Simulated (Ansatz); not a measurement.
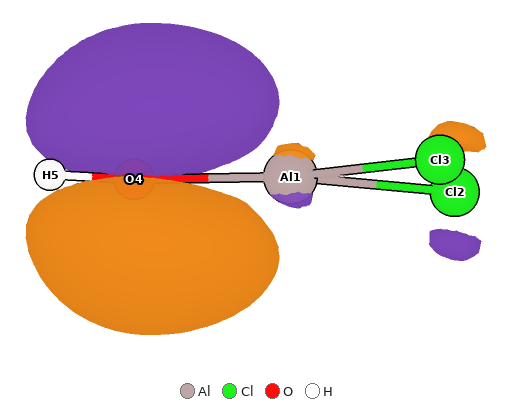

*AlCl2HO (AlCl2(OH)) (charge +1, doublet). The HOMO (α) at ±0.1 Å⁻³ᐟ² (orange and purple are the two phases), seen from one side.*

Geometry: PBE0-D4/def2-TZVP.

Computed with UKS PBE0-D4/def2-TZVP (Ansatz).

Input

```
crystal:
  periodic: [false, false, false]
  atoms:
    - {symbol: Al, position_ang: [0.114094, 0.125753, -0.027231]}
    - {symbol: Cl, position_ang: [2.105355, 0.820132, -0.261550]}
    - {symbol: Cl, position_ang: [-0.306213, 2.184001, -0.333614]}
    - {symbol: O, position_ang: [-0.553315, -1.317673, 0.246323]}
    - {symbol: H, position_ang: [-1.359920, -1.812222, 0.376062]}
basis:
  gaussian: {orbitals: def2-TZVP, initial_orbitals: start.molden}
total_charge: 1
magnetization: {spin_polarized: true, initial_magnetization: 1}
hamiltonian: {xc: pbe0, dispersion: d4}
scf: {omitted_lower_state_checks: [starts]}
output: {orbitals: {seedname: orbitals}}
```

Command:

```sh
ansatz run in.yaml --threads 4 --pin off --events-out ev --progress --plain --max-ram 3916MiB
```

### Describe this orbital and give its energy.

By Hirshfeld shares it lies mainly on O4 (about 80 %); it changes sign across the molecular plane (π type). Its energy is −15.38 eV.
